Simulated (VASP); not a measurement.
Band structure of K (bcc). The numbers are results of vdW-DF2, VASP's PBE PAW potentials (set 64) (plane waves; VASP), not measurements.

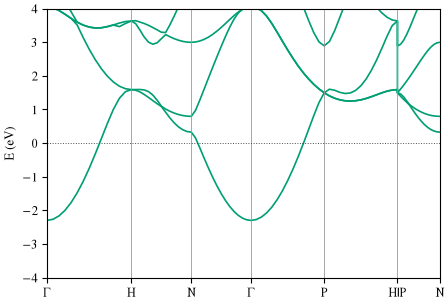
Figure: Bands along high-symmetry lines, zero at the valence-band maximum or, without a gap, the Fermi level

Task: Read the plot: is there a gap, and where are the band edges?

Result: It has no gap at this level: it comes out as a metal or semimetal. (Edges off the drawn lines would not show.)

The compound is K in the bcc structure. It was relaxed first, which changed the volume by -6 %.
